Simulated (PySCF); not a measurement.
**Frequency calculation, with input and output: ZrCl4**

ZrCl4, computed with RKS-based B3LYP, Zr def2-SVP with ECP28, Cl def2-SVP; non-relativistic Hamiltonian with a scalar-relativistic core potential; density fitting (PySCF 2.14.0).

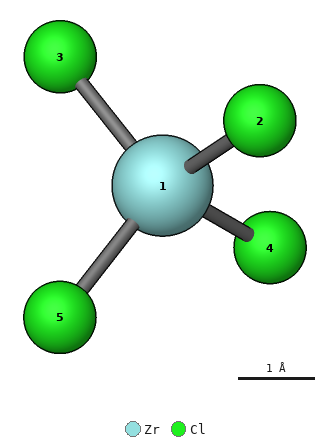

**Figure 1.** The structure as given in the input (ball-and-stick view, seen at a tilt; atoms are numbered from 1 in the order of the input). Sticks mark near contacts.

The input
```python
from pyscf import gto, scf, dft
mol = gto.M(atom='''
Zr    -0.000000    -0.000000     0.000000
Cl     1.909775     0.000000    -1.350415
Cl     0.000000     1.909775     1.350415
Cl    -1.909775    -0.000000    -1.350415
Cl     0.000000    -1.909775     1.350415''',
    basis={'Zr': 'def2-SVP', 'Cl': 'def2-SVP'},
    ecp={'Zr': 'def2-SVP'},
    charge=0, spin=0)
mf = dft.RKS(mol, xc='B3LYP')
mf.grids.atom_grid = (75, 302)
aux = {'Zr': 'def2-universal-JKFIT', 'Cl': 'def2-universal-JKFIT'}
mf = mf.density_fit(auxbasis=aux)
mf.conv_tol = 1e-09
mf.diis_space = 10
mf.max_cycle = 60
mf.verbose = 4
mf.kernel()
```

The script is an equivalent of the set-up of the self-consistent field. The run itself was carried out by a driver, which started from the orbitals of the step before it where there was one and computed the further properties.

Launch command:
```bash
OMP_NUM_THREADS=2 python axn.py task.json out
```

The program's output
```
init E= -1887.67339700266
  HOMO = -0.342571122922846  LUMO = -0.104787296361933  gap/eV = 6.47043
cycle= 1 E= -1887.67339700266  delta_E= 4.55e-12  |g|= 1.94e-06  |ddm|= 2.9e-06
  HOMO = -0.342571108356527  LUMO = -0.104787952939993  gap/eV = 6.47041
Extra cycle  E= -1887.67339700265  delta_E= 4.55e-12  |g|= 4.71e-06  |ddm|= 7.07e-06
converged SCF energy = -1887.67339700265
```

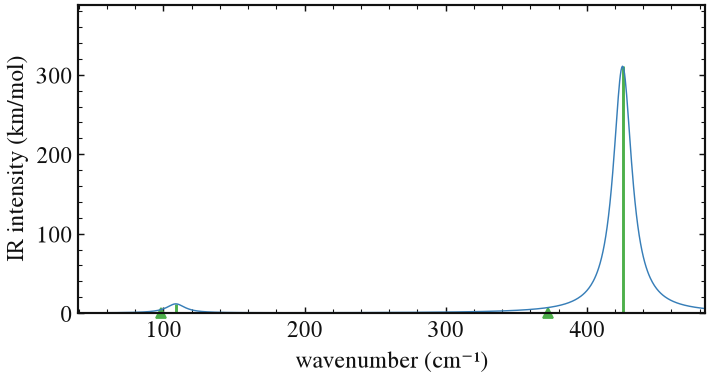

**Figure 2.** Harmonic infrared spectrum, unscaled: sticks (degenerate modes added up, dark ones marked on the axis) with a Lorentzian envelope of 16 cm⁻¹ full width, scaled to the tallest stick. 9 modes from 98 to 425 cm⁻¹, none imaginary. The strongest line is at 425 cm⁻¹ (311 km/mol). All modes, in cm⁻¹ (km/mol): 98 (0.0), 98 (0.0), 109 (3.8), 109 (3.8), 109 (3.8), 372 (0.0), 425 (104), 425 (104), 425 (104).

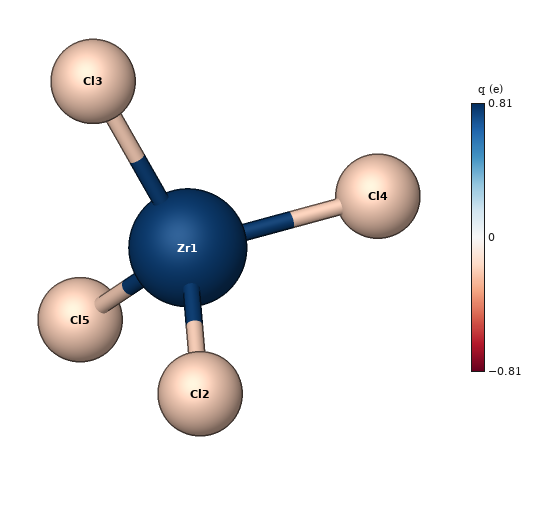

**Figure 3.** Mulliken charges, as the colour of each atom (ball-and-stick view, seen at a tilt; atoms are numbered from 1 in the order of the input). By element: Zr +0.77 and Cl −0.19 e.

Key numbers

```csv
quantity,value
outcome,converged
total energy,−1887.673397 hartree
HOMO,−9.32 eV
LUMO,−2.85 eV
zero-point energy,0.004945 hartree
dipole moment,0.00 D
"wavenumbers, lowest and highest",98 and 425 cm⁻¹
hardware,"2 threads of Arm Neoverse N1, 90 GiB of memory available, shared host"
wall time,42 s (CPU time 74 s)
peak memory,1.4 GiB
```
